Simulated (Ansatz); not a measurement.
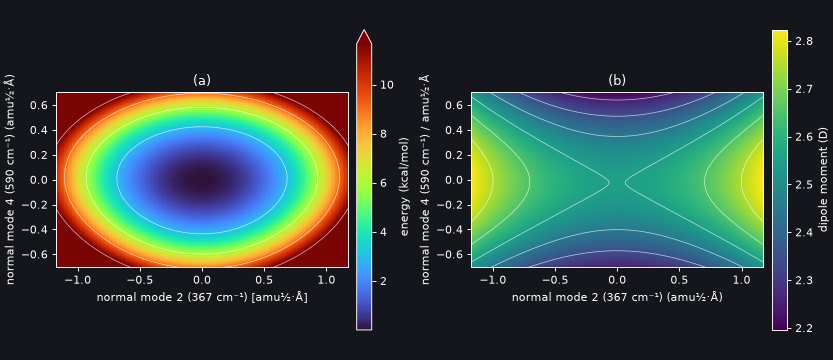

CH₂FNSi, SMILES FC1=N[SiH2]1. Coordinates scanned: (1) normal mode 2 (367 cm⁻¹); (2) normal mode 4 (590 cm⁻¹). Nothing is relaxed (straight displacements along the two mass-weighted modes). The grid has 15 × 15 points; 120 points were computed and 105 follow by symmetry. Points are written as (first, second). All energies are given in kcal/mol relative to the lowest grid point. The calculation used RKS SPW92 (LDA)/def2-TZVP (Ansatz 0.2.0).

Panel (a) is the energy; panel (b) is the computed dipole moment, in D.

Drawn: a smooth colour map with a few white contour lines, one colour for all values above the top of the scale. Between grid points the surface is interpolated.

How does the dipole moment vary over the map, and what is it at the lowest grid point?

Leaving out the highest fifth of the energies, it runs from 2.20 D at (0.000 amu½·Å, 0.705 amu½·Å) to 2.82 D at (−1.173 amu½·Å, 0.000 amu½·Å). At the lowest grid point, (0.000 amu½·Å, 0.000 amu½·Å), it is 2.55 D.

```csv
"normal mode 4 (590 cm⁻¹) ↓, normal mode 2 (367 cm⁻¹) →",−1.173,−1.006,−0.838,−0.670,−0.503,−0.335,−0.168,0.000,0.168,0.335,0.503,0.670,0.838,1.006,1.173
0.705,2.52,2.44,2.37,2.31,2.26,2.22,2.20,2.20,2.20,2.22,2.26,2.31,2.37,2.44,2.52
0.604,2.59,2.51,2.44,2.39,2.34,2.31,2.29,2.28,2.29,2.31,2.34,2.39,2.44,2.51,2.59
0.503,2.66,2.58,2.51,2.46,2.41,2.38,2.36,2.36,2.36,2.38,2.41,2.46,2.51,2.58,2.66
0.403,2.71,2.64,2.57,2.52,2.48,2.44,2.43,2.42,2.43,2.44,2.48,2.52,2.57,2.64,2.71
0.302,2.76,2.69,2.62,2.57,2.53,2.50,2.48,2.47,2.48,2.50,2.53,2.57,2.62,2.69,2.76
0.201,2.79,2.72,2.66,2.61,2.57,2.54,2.52,2.51,2.52,2.54,2.57,2.61,2.66,2.72,2.79
0.101,2.82,2.74,2.68,2.63,2.59,2.56,2.54,2.54,2.54,2.56,2.59,2.63,2.68,2.74,2.82
0.000,2.82,2.75,2.69,2.64,2.60,2.57,2.55,2.55,2.55,2.57,2.60,2.64,2.69,2.75,2.82
−0.101,2.82,2.75,2.69,2.64,2.60,2.57,2.55,2.54,2.55,2.57,2.60,2.64,2.69,2.75,2.82
−0.201,2.80,2.73,2.67,2.62,2.58,2.55,2.53,2.53,2.53,2.55,2.58,2.62,2.67,2.73,2.80
−0.302,2.77,2.69,2.63,2.58,2.54,2.52,2.50,2.49,2.50,2.52,2.54,2.58,2.63,2.69,2.77
−0.403,2.72,2.65,2.59,2.54,2.50,2.47,2.45,2.45,2.45,2.47,2.50,2.54,2.59,2.65,2.72
−0.503,2.66,2.59,2.53,2.48,2.44,2.42,2.40,2.39,2.40,2.42,2.44,2.48,2.53,2.59,2.66
−0.604,2.59,2.52,2.46,2.41,2.38,2.35,2.33,2.33,2.33,2.35,2.38,2.41,2.46,2.52,2.59
−0.705,2.52,2.45,2.39,2.34,2.30,2.28,2.26,2.25,2.26,2.28,2.30,2.34,2.39,2.45,2.52
```
